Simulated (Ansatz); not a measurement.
**Si2H6O2 (SMILES O[SiH2][SiH2]O) at B2PLYP/6-31G(d) (spherical functions)**

What is the vertical singlet–triplet gap of Si2H6O2 at B2PLYP/6-31G* (spherical functions)? 

The results are computed with Ansatz 0.2.0.

48 further runs of the same task are left out: 48 set aside as unsound or not needed.

**1. The molecule**

The species is Si2H6O2 (10 atoms), meant as a singlet with charge 0. As SMILES, `O[SiH2][SiH2]O`. The coordinates come from a PBE0-D4/def2-TZVP relaxation. This is one conformer, not always the lowest.

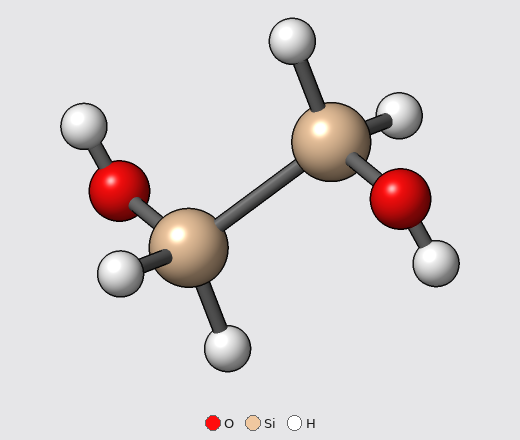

The structure, seen from a chosen angle (oxygen red, silicon light orange, hydrogen white).

**2. The energy at B2PLYP/6-31G(d) (spherical functions)**

Contents of in.yaml:

```yaml
crystal:
  periodic: [false, false, false]
  atoms:
    - {symbol: O, position_ang: [-1.023300, 1.887700, 1.029000]}
    - {symbol: Si, position_ang: [0.114300, 0.686000, 0.959700]}
    - {symbol: Si, position_ang: [-0.148600, -0.673600, -0.947700]}
    - {symbol: O, position_ang: [0.987200, -1.877000, -1.014900]}
    - {symbol: H, position_ang: [-1.013300, 2.545500, 0.332800]}
    - {symbol: H, position_ang: [-0.079100, -0.112900, 2.199100]}
    - {symbol: H, position_ang: [1.498300, 1.246700, 0.986300]}
    - {symbol: H, position_ang: [-1.533500, -1.232000, -0.975500]}
    - {symbol: H, position_ang: [0.047500, 0.124300, -2.187300]}
    - {symbol: H, position_ang: [0.975700, -2.534100, -0.318000]}
basis:
  gaussian:
    orbitals: 6-31G_st_-spherical.json
total_charge: 0
hamiltonian:
  xc: {name: B2PLYP}
correlation:
  frozen_orbitals: {H: 0, O: 1, Si: 5}
accuracy: high
output:
  orbitals: {seedname: orbitals}
```

The basis set 6-31G* is read from a file made from the Basis Set Exchange's data (not shown).

Command:

```bash
$ ansatz run in.yaml --threads 1 --pin off --max-ram 3480MiB --events-out events.jsonl --progress --plain --runs-dir runs
```

What it wrote:

```text
Warning: RAYON_NUM_THREADS=1 ignored (pool sized by the plan → 1); use --threads N
Functional definition: B2PLYP
  name "B2PLYP"
  parameter a = 0.53
  parameter c = 0.27
  exchange = (1 - a)*b88_x + a*exact_x
  correlation = (1 - c)*lyp_c + c*(mp2_os + mp2_ss)
1719 factors; integrals over basis functions are off by at most 8.4e-9 eV
mean field evaluation 1: about -19926.2830 eV, gradient 5.5e1 eV
mean field evaluation 2: about -19926.3440 eV, gradient 5.5e1 eV
mean field evaluation 4: about -19931.5134 eV, gradient 2.5e0 eV
mean field evaluation 8: about -19931.5349 eV, gradient 8.2e-2 eV
mean field evaluation 16: about -19931.5350 eV, gradient 1.3e-5 eV
mean field -19931.53495115 eV, -732.4703993751 hartree, gradient 1.9e-8 eV, S^2 0.000000; 0 other end points of the search recorded, 0 dependent functions left out
12 core orbitals not correlated: weight in the atoms' cores, before any rotation towards them, 1.000 or more for the frozen orbitals, at most 0.000 for the correlated occupied ones
reference -19931.53497907 eV, -732.4704004012 hartree; 13, 13 occupied and 51, 51 virtual orbitals, 1719 factors
second order -17.12444424 eV of doubles, -0.00000000 eV of singles
Total energy: -19936.15857901 eV, -732.6403145652 hartree
```

Wall time 11 s (1 thread of Arm Neoverse V1, shared host); peak memory 0.25 GiB.

**3. The triplet, same level**

Contents of molecule.yaml:

```yaml
crystal:
  periodic: [false, false, false]
  atoms:
    - symbol: O
      position_ang: [-1.023300, 1.887700, 1.029000]
    - symbol: Si
      position_ang: [0.114300, 0.686000, 0.959700]
    - symbol: Si
      position_ang: [-0.148600, -0.673600, -0.947700]
    - symbol: O
      position_ang: [0.987200, -1.877000, -1.014900]
    - symbol: H
      position_ang: [-1.013300, 2.545500, 0.332800]
    - symbol: H
      position_ang: [-0.079100, -0.112900, 2.199100]
    - symbol: H
      position_ang: [1.498300, 1.246700, 0.986300]
    - symbol: H
      position_ang: [-1.533500, -1.232000, -0.975500]
    - symbol: H
      position_ang: [0.047500, 0.124300, -2.187300]
    - symbol: H
      position_ang: [0.975700, -2.534100, -0.318000]
basis:
  gaussian: {orbitals: 6-31G_st_-spherical.json}
magnetization: {spin_polarized: true, initial_magnetization: 2}
hamiltonian: {xc: {name: B2PLYP}}
correlation: {frozen_orbitals: {H: 0, O: 1, Si: 5}}
accuracy: high
output: {orbitals: {seedname: orbitals}}
```

The basis set 6-31G* is read from a file made from the Basis Set Exchange's data (not shown).

Command:

```bash
$ ansatz run molecule.yaml --threads 1 --pin off --max-ram 3480MiB --events-out events.jsonl --progress --plain --runs-dir runs
```

What it wrote, shortened:

```text
Warning: RAYON_NUM_THREADS=1 ignored (pool sized by the plan → 1); use --threads N
[... 2 set-up lines as earlier in the session ...]
[...]
1719 factors; integrals over basis functions are off by at most 8.4e-9 eV
[...]
mean field -19926.34916977 eV, -732.2798254243 hartree, gradient 3.6e-8 eV, S^2 2.007222; 0 other end points of the search recorded, 0 dependent functions left out
12 core orbitals not correlated: weight in the atoms' cores, before any rotation towards them, 1.000 or more for the frozen orbitals, at most 0.000 for the correlated occupied ones
reference -19926.34919859 eV, -732.2798264834 hartree; 14, 12 occupied and 50, 52 virtual orbitals, 1719 factors
second order -17.92958037 eV of doubles, -0.00000000 eV of singles
Total energy: -19931.19018528 eV, -732.4577294633 hartree
```

Wall time 18 s (1 thread of Arm Neoverse V1, shared host); peak memory 0.37 GiB.

**4. Outcome**

Level: B2PLYP/6-31G* (spherical functions), 12 core orbitals frozen.

```
                                                         quantity          value
                                            singlet: total energy  -732.64031 Eh
                       singlet: HOMO energy (SCF part's orbitals)       -8.42 eV
                       singlet: LUMO energy (SCF part's orbitals)        0.57 eV
                     singlet: HOMO–LUMO gap (SCF part's orbitals)        9.00 eV
                                            triplet: total energy  -732.45773 Eh
triplet: HOMO energy (SCF part's orbitals) (highest over α and β)       -3.28 eV
                                                    triplet: ⟨S²⟩          2.007
                 vertical energy of the triplet above the singlet       4.968 eV
```

**Reading.** At this shape the triplet lies 4.97 eV (115 kcal/mol) above the singlet.
